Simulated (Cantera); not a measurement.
Feed: 1 mol AlCl3, 3.2 mol HCl, 53 mol H2, held at 1948.15 K.

Equilibrium computed with Cantera from the NASA thermochemical tables; the gas is ideal and each condensed phase is pure. Candidate condensed phases: Al, AlCl3; 12 gas species. The tables' values for AlCl2 are old estimates; treat these amounts as uncertain. Rates play no part.

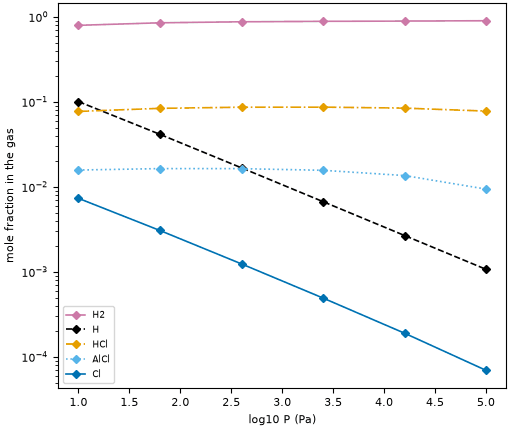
Equilibrium gas composition (values under 1e-9 drawn at 1e-9)

From 0.0750 Torr to 750 Torr nothing is condensed. The main Al-bearing gas is AlCl throughout.
